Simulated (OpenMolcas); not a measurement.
## C₅H₁₄OSi: single-point calculation (part 1 of 2)

The run: single-point calculation of C₅H₁₄OSi, SMILES CCO[Si](C)(C)C. Method and program: CASPT2/ANO-S-VDZ (OpenMolcas 26.06).

The geometry comes from this level: GFN2-xTB.

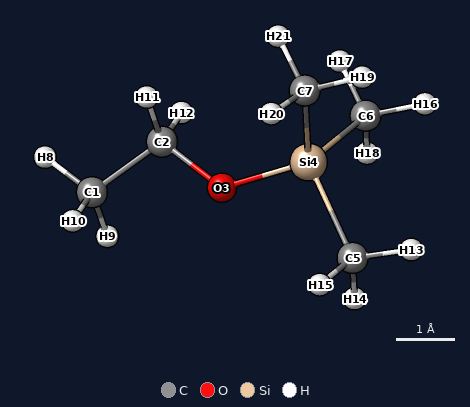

**Figure 1.** The input geometry (ball-and-stick view, seen at a tilt; atoms are numbered from 1 in the order of the input).

### Summary

```csv
quantity,value
outcome,converged
total energy,−561.802128 hartree
CASSCF energy,−561.286789 hartree
basis functions,95
hardware,"1 thread of Arm Neoverse V1, 24 GiB of memory available, shared host"
wall time,9.6 s
peak memory,0.084 GiB
```

### Input
```
* C5H14OSi CASPT2

&GATEWAY
 Coord
 21
 angstrom
 C        0.836600      -2.687940      -1.389450
 C        0.671430      -1.737240      -0.213300
 O        0.091050      -0.541040      -0.657660
 Si      -0.291110       0.798840       0.195650
 C       -1.033220       1.927070      -1.135620
 C       -1.554370       0.413510       1.576660
 C        1.254570       1.582320       1.000650
 H        1.285200      -3.619970      -1.055730
 H       -0.132470      -2.896300      -1.834980
 H        1.473110      -2.234640      -2.144620
 H        1.647130      -1.525380       0.240990
 H        0.032230      -2.192090       0.553430
 H       -1.332900       2.875580      -0.703720
 H       -1.908990       1.479810      -1.593150
 H       -0.319090       2.133370      -1.925460
 H       -1.887960       1.314250       2.081590
 H       -1.130880      -0.243120       2.332610
 H       -2.434920      -0.079300       1.173410
 H        1.020850       2.518440       1.497050
 H        2.018890       1.790930       0.257060
 H        1.694850       0.922900       1.744590
 Basis=ANO-S-VDZ
 Group=NoSym
 RICD

&SEWARD

&RASSCF
 FileOrb=$CurrDir/step2.RasOrb
 Spin=1
 Nactel=8 0 0
 Inactive=29
 Ras2=8
 OrbListing=Nothing
 OrbAppear=Compact

&CASPT2
 Imaginary=0.2
```

Run as:
```bash
export MOLCAS_MEM=1860
pymolcas step3.input > step3.log
```

### What the program printed
```
--- Start Module: gateway ---

                                              &GATEWAY

                       available to each process: 1.9 GB of memory, 1 thread

++    Symmetry information:
      ---------------------

                    Character Table for C1

                             E
                    a        1  x, y, xy, Rz, z, xz, Ry, yz, Rx, I
--

++    Basis set information:
      ----------------------

      Basis set label: C.ANO-S...3S2P.

      Electronic valence basis set:
      ------------------
      Associated Effective Charge   6.000000 au
      Associated Actual Charge      6.000000 au
      Nuclear Model: Point charge

      Shell  nPrim  nBasis  Cartesian Spherical Contaminant
         s      10       3        X
         p       6       2        X

      Basis set label: O.ANO-S...3S2P.

      Electronic valence basis set:
      ------------------
      Associated Effective Charge   8.000000 au
      Associated Actual Charge      8.000000 au
      Nuclear Model: Point charge

      Shell  nPrim  nBasis  Cartesian Spherical Contaminant
         s      10       3        X
         p       6       2        X

      Basis set label: SI.ANO-S...4S3P.

      Electronic valence basis set:
      ------------------
      Associated Effective Charge  14.000000 au
      Associated Actual Charge     14.000000 au
      Nuclear Model: Point charge

      Shell  nPrim  nBasis  Cartesian Spherical Contaminant
         s      13       4        X
         p      10       3        X

      Basis set label: C.ANO-S...3S2P.

      Electronic valence basis set:
      ------------------
      Associated Effective Charge   6.000000 au
      Associated Actual Charge      6.000000 au
      Nuclear Model: Point charge

      Shell  nPrim  nBasis  Cartesian Spherical Contaminant
         s      10       3        X
         p       6       2        X

      Basis set label: H.ANO-S...2S.

      Electronic valence basis set:
      ------------------
      Associated Effective Charge   1.000000 au
      Associated Actual Charge      1.000000 au
      Nuclear Model: Point charge

      Shell  nPrim  nBasis  Cartesian Spherical Contaminant
         s       7       2        X
--

++    Molecular structure info:
      -------------------------

                    ************************************************
                    **** Cartesian Coordinates / bohr, angstrom ****
                    ************************************************

     Center  Label                x              y              z                     x              y              z
        1      C1               1.580945      -5.079470      -2.625680              0.836600      -2.687940      -1.389450
        2      C2               1.268819      -3.282908      -0.403079              0.671430      -1.737240      -0.213300
        3      O3               0.172060      -1.022417      -1.242797              0.091050      -0.541040      -0.657660
        4      SI4             -0.550118       1.509589       0.369725             -0.291110       0.798840       0.195650
        5      C5              -1.952503       3.641635      -2.146011             -1.033220       1.927070      -1.135620
        6      C6              -2.937334       0.781421       2.979456             -1.554370       0.413510       1.576660
        7      C7               2.370794       2.990151       1.890954              1.254570       1.582320       1.000650
        8      H8               2.428676      -6.840752      -1.995041              1.285200      -3.619970      -1.055730
        9      H9              -0.250332      -5.473214      -3.467610             -0.132470      -2.896300      -1.834980
       10      H10              2.783774      -4.222858      -4.052744              1.473110      -2.234640      -2.144620
       11      H11              3.112625      -2.882550       0.455405              1.647130      -1.525380       0.240990
       12      H12              0.060906      -4.142450       1.045831              0.032230      -2.192090       0.553430
       13      H13             -2.518816       5.434059      -1.329838             -1.332900       2.875580      -0.703720
       14      H14             -3.607468       2.796436      -3.010617             -1.908990       1.479810      -1.593150
       15      H15             -0.602993       4.031485      -3.638592             -0.319090       2.133370      -1.925460
       16      H16             -3.567727       2.483573       3.933635             -1.887960       1.314250       2.081590
       17      H17             -2.137053      -0.459430       4.407994             -1.130880      -0.243120       2.332610
       18      H18             -4.601332      -0.149855       2.217424             -2.434920      -0.079300       1.173410
       19      H19              1.929127       4.759162       2.829014              1.020850       2.518440       1.497050
       20      H20              3.815149       3.384367       0.485773              2.018890       1.790930       0.257060
       21      H21              3.202802       1.744028       3.296797              1.694850       0.922900       1.744590

                    *************************************************
                    **** InterNuclear Distances / bohr, angstrom ****
                    *************************************************

     Atom centers         bohr        angstrom
   13 H13       5 C5      2.049301        1.084443
   14 H14       5 C5      2.049589        1.084596
   15 H15       5 C5      2.049624        1.084614
   19 H19       7 C7      2.050469        1.085062
   16 H16       6 C6      2.050653        1.085159
   20 H20       7 C7      2.053315        1.086568
   18 H18       6 C6      2.053499        1.086665
   10 H10       1 C1      2.053557        1.086696
    9 H9        1 C1      2.053644        1.086742
    8 H8        1 C1      2.053891        1.086872
   17 H17       6 C6      2.054478        1.087183
   21 H21       7 C7      2.054618        1.087257
   11 H11       2 C2      2.072897        1.096930
   12 H12       2 C2      2.072970        1.096969
    3 O3        2 C2      2.649118        1.401853
    2 C2        1 C1      2.874894        1.521329
    4 SI4       3 O3      3.087527        1.633849
   21 H21      19 H19     3.306373        1.749657
   17 H17      16 H16     3.306525        1.749738
   20 H20      19 H19     3.307253        1.750123
   15 H15      14 H14     3.308561        1.750815
   18 H18      16 H16     3.308876        1.750982
   18 H18      17 H17     3.311662        1.752456
   14 H14      13 H13     3.311682        1.752467
   21 H21      20 H20     3.311727        1.752491
   15 H15      13 H13     3.311788        1.752522
   10 H10       9 H9      3.333403        1.763961
   10 H10       8 H8      3.348673        1.772041
    9 H9        8 H8      3.348986        1.772207
   12 H12      11 H11     3.353943        1.774830
    5 C5        4 SI4     3.583466        1.896288
    7 C7        4 SI4     3.610808        1.910757
    6 C6        4 SI4     3.611055        1.910888
   12 H12       3 O3      3.871018        2.048454
   11 H11       3 O3      3.871810        2.048873
    9 H9        2 C2      4.061602        2.149307
   10 H10       2 C2      4.061854        2.149441
    8 H8        2 C2      4.066678        2.151993
   11 H11       1 C1      4.082350        2.160287
   12 H12       1 C1      4.082710        2.160477
    3 O3        1 C1      4.511873        2.387581
   12 H12       8 H8      4.704686        2.489613
   11 H11       8 H8      4.705298        2.489936
   13 H13       4 SI4     4.708051        2.491394
   11 H11      10 H10     4.714656        2.494888
   12 H12       9 H9      4.715819        2.495504
   15 H15       4 SI4     4.735965        2.506165
   14 H14       4 SI4     4.736040        2.506205
   18 H18       4 SI4     4.751850        2.514571
   20 H20       4 SI4     4.752244        2.514779
   17 H17       4 SI4     4.764768        2.521407
   21 H21       4 SI4     4.765200        2.521635
   19 H19       4 SI4     4.770166        2.524263
   16 H16       4 SI4     4.770332        2.524351
    9 H9        3 O3      4.993775        2.642592
   10 H10       3 O3      4.995966        2.643751
    4 SI4       2 C2      5.183993        2.743251
    5 C5        3 O3      5.204127        2.753906
   21 H21      11 H11     5.430182        2.873528
   17 H17      12 H12     5.449752        2.883885
    6 C6        3 O3      5.545230        2.934409
    7 C7        3 O3      5.545768        2.934694
   15 H15       3 O3      5.646456        2.987976
   14 H14       3 O3      5.656294        2.993182
--

            Nuclear Potential Energy            403.68458055 au

--- Stop Module: gateway /rc=_RC_ALL_IS_WELL_ ---

--- Start Module: seward ---

                                              &SEWARD

                       available to each process: 1.9 GB of memory, 1 thread

               SEWARD will generate:
                  Multipole Moment integrals up to order  2
                  Kinetic Energy integrals
                  Nuclear Attraction integrals (point charge)
                  One-Electron Hamiltonian integrals
                  Velocity integrals
                  Orbital angular momentum around ( -0.0730   0.1267  -0.1016 )
                  Velocity quadrupole around ( -0.0730   0.1267  -0.1016 )
                  RI decomposed two-electron repulsion integrals stored Cholesky style
                   - acCD auxiliary basis
                   - CD Threshold:   1.00E-04

                   Integrals are discarded if absolute value <: 1.00E-14
                   Integral cutoff threshold is set to       <: 1.00E-16

            Nuclear Potential Energy            403.68458055 au

      Basis set specifications :
      Symmetry species         a
      Basis functions           95

--- Stop Module: seward /rc=_RC_ALL_IS_WELL_ ---
--- Module seward spent 1 second ---

--- Start Module: rasscf ---

                                              &RASSCF

                       available to each process: 1.9 GB of memory, 1 thread

      Header of the ONEINT file:
      --------------------------

      OrdInt status: non-squared

      Cartesian coordinates in angstrom:
      -----------------------------------------------------
      No.  Label        X            Y            Z
      -----------------------------------------------------
       1   C1         0.83660000  -2.68794000  -1.38945000
       2   C2         0.67143000  -1.73724000  -0.21330000
       3   O3         0.09105000  -0.54104000  -0.65766000
       4   SI4       -0.29111000   0.79884000   0.19565000
       5   C5        -1.03322000   1.92707000  -1.13562000
       6   C6        -1.55437000   0.41351000   1.57666000
       7   C7         1.25457000   1.58232000   1.00065000
       8   H8         1.28520000  -3.61997000  -1.05573000
       9   H9        -0.13247000  -2.89630000  -1.83498000
      10   H10        1.47311000  -2.23464000  -2.14462000
      11   H11        1.64713000  -1.52538000   0.24099000
      12   H12        0.03223000  -2.19209000   0.55343000
      13   H13       -1.33290000   2.87558000  -0.70372000
      14   H14       -1.90899000   1.47981000  -1.59315000
      15   H15       -0.31909000   2.13337000  -1.92546000
      16   H16       -1.88796000   1.31425000   2.08159000
      17   H17       -1.13088000  -0.24312000   2.33261000
      18   H18       -2.43492000  -0.07930000   1.17341000
      19   H19        1.02085000   2.51844000   1.49705000
      20   H20        2.01889000   1.79093000   0.25706000
      21   H21        1.69485000   0.92290000   1.74459000
      -----------------------------------------------------
      Nuclear repulsion energy =  403.68458055

++    Wave function specifications:
      -----------------------------

      Number of closed shell electrons          58
      Number of electrons in active shells       8
      Max number of holes in RAS1 space          0
      Max nr of electrons in RAS3 space          0
      Number of inactive orbitals               29
      Number of active orbitals                  8
      Number of secondary orbitals              58
      Spin quantum number                      0.0
      State symmetry                             1
--

++    Orbital specifications:
      -----------------------

      Symmetry species                           1
                                                 a
      Frozen orbitals                            0
      Inactive orbitals                         29
      Active orbitals                            8
      RAS1 orbitals                              0
      RAS2 orbitals                              8
      RAS3 orbitals                              0
      Secondary orbitals                        58
      Deleted orbitals                           0
      Number of basis functions                 95
--

++    CI expansion specifications:
      ----------------------------

      Number of CSFs                          1764
      Number of spin combinations             2485
      Number of determinants                  4900
      Number of root(s) required                 1
      Root chosen for geometry opt.              1
      CI root used                               1

      highest root included in the CI            1
      max. size of the explicit Hamiltonian    200
--

++    Optimization specifications:
      ----------------------------
```
